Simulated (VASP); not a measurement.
## Run report: WH2O3F2, ELF calculation

- system: WH2O3F2 (8 atoms in the cell)
- method: Kohn-Sham DFT of a periodic cell, PBE, VASP PAW PBE potentials, recommended, no spin polarisation (VASP 6.6.1)

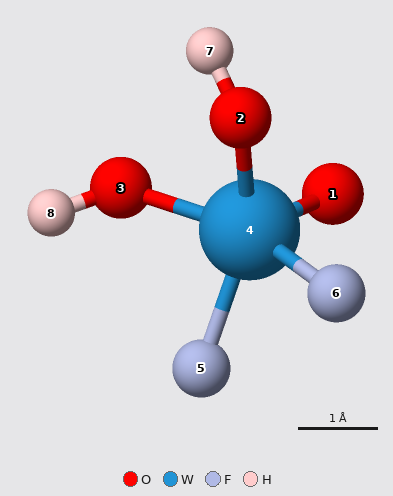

**Figure 1.** The input geometry (ball-and-stick view of the molecule without its box, seen at a tilt; atoms are numbered from 1 in the order of the input). Bond lengths as drawn: F–W 1.86 to 1.88 Å, H–O 0.96 Å and O–W 1.68 to 1.89 Å.

INCAR
```
SYSTEM = H2WO3F2
  ALGO = Normal
  EDIFF = 1E-6
  ENCUT = 520
  GGA = PE
  ISIF = 2
  ISMEAR = 0
  LASPH = .True.
  LCHARG = .True.
  LELF = .True.
  LREAL = .False.
  LWAVE = .False.
  NELM = 100
  PREC = Accurate
  SIGMA = 0.01
```

KPOINTS
```
k-points
0
Gamma
  1 1 1
  0 0 0
```

POSCAR
```
H2WO3F2
1.0
   13.0000000000      0.0000000000      0.0000000000
    0.0000000000     13.0000000000      0.0000000000
    0.0000000000      0.0000000000     13.0000000000
O W F H
3 1 2 2
Direct
    0.3768192300      0.4365038500      0.6254192300
    0.5928807700      0.4752730800      0.5882038500
    0.4754730800      0.3774961500      0.4505115400
    0.4571115400      0.4901884600      0.5394961500
    0.3832346200      0.5501730800      0.4307653800
    0.4692423100      0.6257346200      0.5833192300
    0.6251807700      0.4091269200      0.5945346200
    0.4966115400      0.3784038500      0.3798115400
```

Machine: 1 thread of Intel Xeon @ 2.50GHz (Skylake/Cascade Lake), 128 GiB of memory available, shared host.

Launch command:
```bash
cat potpaw_PBE.64/O/POTCAR potpaw_PBE.64/W_sv/POTCAR potpaw_PBE.64/F/POTCAR potpaw_PBE.64/H/POTCAR > POTCAR
mpirun -np 1 vasp_gam > vasp.out
```

OSZICAR
```
N       E                     dE             d eps       ncg     rms          rms(c)
DAV:   1     0.560368795876E+03    0.56037E+03   -0.17027E+04    74   0.106E+03
DAV:   2     0.214006111314E+03   -0.34636E+03   -0.32833E+03    84   0.196E+02
DAV:   3    -0.305978716380E+02   -0.24460E+03   -0.24300E+03    84   0.156E+02
DAV:   4    -0.626884936657E+02   -0.32091E+02   -0.32060E+02    68   0.776E+01
DAV:   5    -0.631912445908E+02   -0.50275E+00   -0.49911E+00    68   0.104E+01    0.538E+01
DAV:   6    -0.525573694639E+02    0.10634E+02   -0.69193E+01    76   0.577E+01    0.139E+01
DAV:   7    -0.527613457192E+02   -0.20398E+00   -0.16245E+01    68   0.253E+01    0.157E+01
DAV:   8    -0.521523711104E+02    0.60897E+00   -0.26253E+00    84   0.137E+01    0.195E+00
DAV:   9    -0.521532607577E+02   -0.88965E-03   -0.21936E-01    68   0.286E+00    0.109E+00
DAV:  10    -0.521509049400E+02    0.23558E-02   -0.32991E-02    76   0.139E+00    0.298E-01
DAV:  11    -0.521509258879E+02   -0.20948E-04   -0.42847E-03    68   0.634E-01    0.317E-01
DAV:  12    -0.521529048305E+02   -0.19789E-02   -0.20353E-03    68   0.341E-01    0.792E-02
DAV:  13    -0.521597370776E+02   -0.68322E-02   -0.14808E-03    58   0.249E-01    0.149E-01
DAV:  14    -0.521634400702E+02   -0.37030E-02   -0.83395E-04    71   0.158E-01    0.406E-02
DAV:  15    -0.521656270704E+02   -0.21870E-02   -0.27918E-04    63   0.104E-01    0.189E-02
DAV:  16    -0.521670254120E+02   -0.13983E-02   -0.10569E-04    63   0.476E-02    0.196E-02
DAV:  17    -0.521679326529E+02   -0.90724E-03   -0.65095E-05    63   0.368E-02    0.815E-03
DAV:  18    -0.521684758456E+02   -0.54319E-03   -0.43863E-05    63   0.299E-02    0.544E-03
DAV:  19    -0.521686298248E+02   -0.15398E-03   -0.78012E-06    63   0.143E-02    0.338E-03
DAV:  20    -0.521687267377E+02   -0.96913E-04   -0.33168E-06    55   0.112E-02    0.284E-03
DAV:  21    -0.521687737652E+02   -0.47027E-04   -0.17238E-06    47   0.614E-03    0.109E-03
DAV:  22    -0.521687941611E+02   -0.20396E-04   -0.57012E-07    39   0.503E-03    0.806E-04
DAV:  23    -0.521688045104E+02   -0.10349E-04   -0.41258E-07    34   0.316E-03    0.427E-04
DAV:  24    -0.521688075983E+02   -0.30879E-05   -0.14223E-07    39   0.202E-03    0.198E-04
DAV:  25    -0.521688106231E+02   -0.30247E-05   -0.10139E-07    34   0.152E-03    0.201E-04
DAV:  26    -0.521688113989E+02   -0.77582E-06   -0.23650E-08    39   0.893E-04
   1 F= -.52168811E+02 E0= -.52168811E+02  d E =-.109265E-11
```

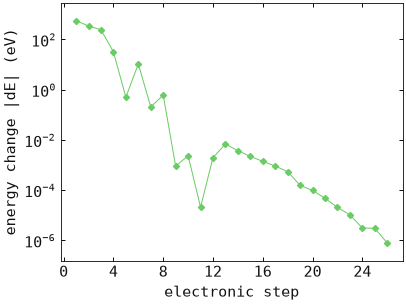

**Figure 2.** Convergence of the self-consistent field: energy change |dE| against the electronic step. It takes 26 electronic steps. The density is held fixed in the first few steps, and dE rises again when its update begins.

Parts of OUTCAR
```
SYSTEM = H2WO3F2
   EDIFF = 1E-6
   ENCUT = 520
   GGA = PE
   ISIF = 2
   ISMEAR = 0
   LASPH = .True.
   LREAL = .False.
   NELM = 100
   PREC = Accurate

 ion  position               nearest neighbor table
   1  0.377  0.437  0.625-   4 1.68
   2  0.593  0.475  0.588-   7 0.96   4 1.89
   3  0.475  0.377  0.451-   8 0.96   4 1.88
   4  0.457  0.490  0.539-   1 1.68   6 1.86   5 1.88   3 1.88   2 1.89
   5  0.383  0.550  0.431-   4 1.88
   6  0.469  0.626  0.583-   4 1.86
   7  0.625  0.409  0.595-   2 0.96
   8  0.497  0.378  0.380-   3 0.96

  LATTYP: Found a simple cubic cell.
 ALAT       =    13.0000000000

  Lattice vectors:

 A1 = (  13.0000000000,   0.0000000000,   0.0000000000)
 A2 = (   0.0000000000,  13.0000000000,   0.0000000000)
 A3 = (   0.0000000000,   0.0000000000,  13.0000000000)

Analysis of symmetry for initial positions (statically):
=====================================================================
 Subroutine PRICEL returns:
 Original cell was already a primitive cell.

 Routine SETGRP: Setting up the symmetry group for a
 simple cubic supercell.

 Subroutine GETGRP returns: Found  1 space group operations
 (whereof  1 operations were pure point group operations)
 out of a pool of 48 trial point group operations.

The static configuration has the point symmetry C_1 .

Analysis of symmetry for dynamics (positions and initial velocities):
=====================================================================
 Subroutine PRICEL returns:
 Original cell was already a primitive cell.

 Routine SETGRP: Setting up the symmetry group for a
 simple cubic supercell.

 Subroutine GETGRP returns: Found  1 space group operations
 (whereof  1 operations were pure point group operations)
 out of a pool of 48 trial point group operations.

The dynamic configuration has the point symmetry C_1 .

 Subroutine INISYM returns: Found  1 space group operations
 (whereof  1 operations are pure point group operations),
 and found     1 'primitive' translations

----------------------------------------------------------------------------------------

                                     Primitive cell

  volume of cell :    2197.0000

  direct lattice vectors                    reciprocal lattice vectors
    13.000000000  0.000000000  0.000000000     0.076923077  0.000000000  0.000000000
     0.000000000 13.000000000  0.000000000     0.000000000  0.076923077  0.000000000
     0.000000000  0.000000000 13.000000000     0.000000000  0.000000000  0.076923077

  length of vectors
    13.000000000 13.000000000 13.000000000     0.076923077  0.076923077  0.076923077

  position of ions in fractional coordinates (direct lattice)
     0.376819230  0.436503850  0.625419230
     0.592880770  0.475273080  0.588203850
     0.475473080  0.377496150  0.450511540
     0.457111540  0.490188460  0.539496150
     0.383234620  0.550173080  0.430765380
     0.469242310  0.625734620  0.583319230
     0.625180770  0.409126920  0.594534620
     0.496611540  0.378403850  0.379811540

  ion indices of the primitive-cell ions
   primitive index   ion index
                 1           1
                 2           2
                 3           3
                 4           4
                 5           5
                 6           6
                 7           7
                 8           8

----------------------------------------------------------------------------------------

 KPOINTS: k-points

Automatic generation of k-mesh.
 Grid dimensions read from file:
 generate k-points for:    1    1    1

 Generating k-lattice:

  Cartesian coordinates                     Fractional coordinates (reciprocal lattice)
     0.076923077  0.000000000  0.000000000     1.000000000  0.000000000  0.000000000
     0.000000000  0.076923077  0.000000000     0.000000000  1.000000000  0.000000000
     0.000000000  0.000000000  0.076923077     0.000000000  0.000000000  1.000000000

  Length of vectors
     0.076923077  0.076923077  0.076923077

  Shift w.r.t. Gamma in fractional coordinates (k-lattice)
     0.000000000  0.000000000  0.000000000

 Subroutine IBZKPT returns following result:
 ===========================================

 Found      1 irreducible k-points:

 Following reciprocal coordinates:
            Coordinates               Weight
  0.000000  0.000000  0.000000      1.000000
   k-points           NKPTS =      1   k-points in BZ     NKDIM =      1   number of bands    NBANDS=     29
   number of dos      NEDOS =    301   number of ions     NIONS =      8
   total plane-waves  NPLWV = 941192
   dimension x,y,z NGX =    98 NGY =   98 NGZ =   98
   dimension x,y,z NGXF=   196 NGYF=  196 NGZF=  196
   ions per type =               3   1   2   2
   NGX,Y,Z   is equivalent  to a cutoff of  12.53, 12.53, 12.53 a.u.
   NGXF,Y,Z  is equivalent  to a cutoff of  25.06, 25.06, 25.06 a.u.
 SYSTEM =  H2WO3F2
   PREC   = accura    normal or accurate (medium, high low for compatibility)
   ISTART =      0    job   : 0-new  1-cont  2-samecut
   ICHARG =      2    charge: 1-file 2-atom 10-const
   ISPIN  =      1    spin polarized calculation?
   LNONCOLLINEAR =      F non collinear calculations
   LSORBIT =      F    spin-orbit coupling
   LASPH  =      T    aspherical Exc in radial PAW
   ENCUT  =  520.0 eV  38.22 Ry    6.18 a.u.  24.17 24.17 24.17*2*pi/ulx,y,z
   NELM   =    100;   NELMIN=  2; NELMDL= -5     # of ELM steps
   EDIFF  = 0.1E-05   stopping-criterion for ELM
   LREAL  =      F    real-space projection
   EDIFFG = 0.1E-04   stopping-criterion for IOM
   NSW    =      0    number of steps for IOM
   IBRION =     -1    ionic relax: 0-MD 1-quasi-New 2-CG
   NFREE  =      0    steps in history (QN), initial steepest desc. (CG)
   ISIF   =      2    stress and relaxation
   ISYM   =      2    0-nonsym 1-usesym 2-fastsym
   POTIM  = 0.5000    time-step for ionic-motion
   TEBEG  =    0.0;   TEEND  =   0.0 temperature during run
   PSTRESS=    0.0 pullay stress
   NELECT =      48.0000    total number of electrons
   NUPDOWN=      -1.0000    fix difference up-down
   EMIN   =  10.00;   EMAX   =-10.00  energy-range for DOS
   EFERMI =   0.00;   METHOD = LEGACY
   ISMEAR =     0;   SIGMA  =   0.01  broadening in eV -4-tet -1-fermi 0-gaus
   EFERMI_NEDOS =   21; number of points for ismear=-14 and -15
   IALGO  =     38    algorithm
   IMIX   =      4    mixing-type and parameters
     AMIX     =   0.40;   BMIX     =  1.00
     AMIX_MAG =   1.60;   BMIX_MAG =  1.00
  volume/ion in A,a.u.               =     274.62      1853.26
  Fermi-wavevector in a.u.,A,eV,Ry     =   0.457662  0.864857  2.849806  0.209455
  Thomas-Fermi vector in A             =   1.442535
   LORBIT       =      0    0 simple, 1 ext, 2 COOP (PROOUT), +10 PAW based schemes
   GGA     = PE    functional components
   LHFCALC =     F    Hartree Fock is set to
   AEXX    =    0.0000 exact exchange contribution
   IVDW    =     0    specifies the selected vdW correction
   LEPSILON=     F    determine dielectric tensor
   LRPA    =     F    only Hartree local field effects (RPA)
 non-spin polarized calculation
 Gauss-broadening in eV      SIGMA  =   0.01
  energy-cutoff  :      520.00
  volume of cell :     2197.00
 maximum number of plane-waves:     29543
 NGX is ok and might be reduce to    98
   NGX = 49   NGY = 49   NGZ = 49

 number of electron      47.9999993 magnetization

 Free energy of the ion-electron system (eV)
  ---------------------------------------------------
  ext. energy  EPLUGINS =         0.00000000
  ---------------------------------------------------
  free energy    TOTEN  =       -52.16881140 eV

  energy without entropy =      -52.16881140  energy(sigma->0) =      -52.16881140

 E-fermi :  -7.8089     XC(G=0):  -0.7180     alpha+bet : -0.3176

 val. band max:       -7.8561562199   @ k =   0.0000   0.0000   0.0000
 cond. band min:      -3.7133680210   @ k =   0.0000   0.0000   0.0000
 fundamental gap:      4.1427881989
 Fermi energy:        -7.8088647018

 k-point     1 :       0.0000    0.0000    0.0000
  band No.  band energies     occupation
      1     -81.4721      2.00000
      2     -45.9841      2.00000
      3     -45.8211      2.00000
      4     -45.7784      2.00000
      5     -29.0005      2.00000
      6     -28.8057      2.00000
      7     -25.3721      2.00000
      8     -25.1755      2.00000
      9     -23.4969      2.00000
     10     -13.8362      2.00000
     11     -13.4197      2.00000
     12     -11.7658      2.00000
     13     -11.4882      2.00000
     14     -11.3303      2.00000
     15     -10.8722      2.00000
     16     -10.6613      2.00000
     17      -9.9230      2.00000
     18      -9.4583      2.00000
     19      -9.3447      2.00000
     20      -9.1806      2.00000
     21      -8.9499      2.00000
     22      -8.4622      2.00000
     23      -8.3254      2.00000
     24      -7.8562      2.00000
     25      -3.7134      0.00000
     26      -2.2627      0.00000
     27      -1.8413      0.00000
     28      -1.1385      0.00000
     29      -0.7453      0.00000

------------------------ aborting loop because EDIFF is reached ----------------------------------------

  FORCE on cell =-STRESS in cart. coord.  units (eV):
  Direction    XX          YY          ZZ          XY          YZ          ZX
  --------------------------------------------------------------------------------------
  -------------------------------------------------------------------------------------
  Total        2.9136432      3.5908785      3.5445695      0.1346783     -0.3063345     -0.4130806
  in kB        2.1247943      2.6186728      2.5849016      0.0982151     -0.2233965     -0.3012419
  external PRESSURE =       2.4427896 kB  Pullay stress =       0.0000000 kB

 VOLUME and BASIS-vectors are now :
 -----------------------------------------------------------------------------
  energy-cutoff  :      520.00
  volume of cell :     2197.00
      direct lattice vectors                 reciprocal lattice vectors
    13.000000000  0.000000000  0.000000000     0.076923077  0.000000000  0.000000000
     0.000000000 13.000000000  0.000000000     0.000000000  0.076923077  0.000000000
     0.000000000  0.000000000 13.000000000     0.000000000  0.000000000  0.076923077

 POSITION                                       TOTAL-FORCE (eV/Angst)
 -----------------------------------------------------------------------------------
      4.89865      5.67455      8.13045        -1.210498     -0.807937      1.273978
      7.70745      6.17855      7.64665         0.403624      0.417624      0.205266
      6.18115      4.90745      5.85665        -0.108051     -0.601382      0.106890
      5.94245      6.37245      7.01345         0.856644      0.182839     -0.730577
      4.98205      7.15225      5.59995        -0.484165      0.378472     -0.673160
      6.10015      8.13455      7.58315         0.083778      0.922072      0.316619
      8.12735      5.31865      7.72895         0.279824     -0.493177      0.054655
      6.45595      4.91925      4.93755         0.178845      0.001489     -0.553671
 -----------------------------------------------------------------------------------
    total drift:                                0.000491     -0.000980      0.001889

  FREE ENERGIE OF THE ION-ELECTRON SYSTEM (eV)
  ---------------------------------------------------
  free  energy   TOTEN  =       -52.1688113989 eV

  energy  without entropy=      -52.1688113989  energy(sigma->0) =      -52.16881140
```

CONTCAR
```
H2WO3F2
   1.00000000000000
    13.0000000000000000    0.0000000000000000    0.0000000000000000
     0.0000000000000000   13.0000000000000000    0.0000000000000000
     0.0000000000000000    0.0000000000000000   13.0000000000000000
  O               W               F               H
     3     1     2     2
Direct
     0.3768192300000024    0.4365038500000011    0.6254192299999985
     0.5928807700000007    0.4752730800000009    0.5882038499999993
     0.4754730800000004    0.3774961499999989    0.4505115400000008
     0.4571115399999996    0.4901884599999988    0.5394961499999980
     0.3832346200000032    0.5501730800000004    0.4307653799999969
     0.4692423099999985    0.6257346200000029    0.5833192300000007
     0.6251807700000001    0.4091269199999985    0.5945346199999975
     0.4966115400000035    0.3784038499999980    0.3798115399999986

  0.00000000E+00  0.00000000E+00  0.00000000E+00
  0.00000000E+00  0.00000000E+00  0.00000000E+00
  0.00000000E+00  0.00000000E+00  0.00000000E+00
  0.00000000E+00  0.00000000E+00  0.00000000E+00
  0.00000000E+00  0.00000000E+00  0.00000000E+00
  0.00000000E+00  0.00000000E+00  0.00000000E+00
  0.00000000E+00  0.00000000E+00  0.00000000E+00
  0.00000000E+00  0.00000000E+00  0.00000000E+00
```

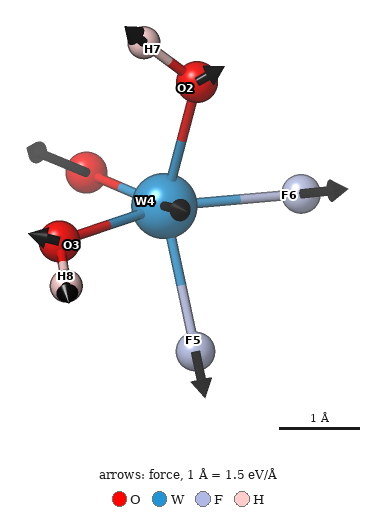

**Figure 3.** Forces on the atoms as black arrows (ball-and-stick view of the molecule without its box, seen at a tilt; atoms are numbered from 1 in the order of the input). The largest act on O1 (1.93 eV/Å); W4 (1.14 eV/Å); F6 (0.98 eV/Å); F5 (0.91 eV/Å), among others. The geometry is not a stationary point of this energy.

Results in brief

```json
{"quantity": "outcome", "value": "converged"}
{"quantity": "electrons treated", "value": "48"}
{"quantity": "free energy", "value": "−52.1688 eV"}
{"quantity": "Fermi energy of the self-consistent step", "value": "−7.809 eV"}
{"quantity": "gap on the k-point mesh", "value": "4.14 eV"}
{"quantity": "largest force (length of the vector)", "value": "1.934 eV/Å"}
{"quantity": "wall time", "value": "5 min"}
{"quantity": "peak memory", "value": "1.6 GiB"}
```

Remarks

Spin–orbit coupling is left out, which matters for W.
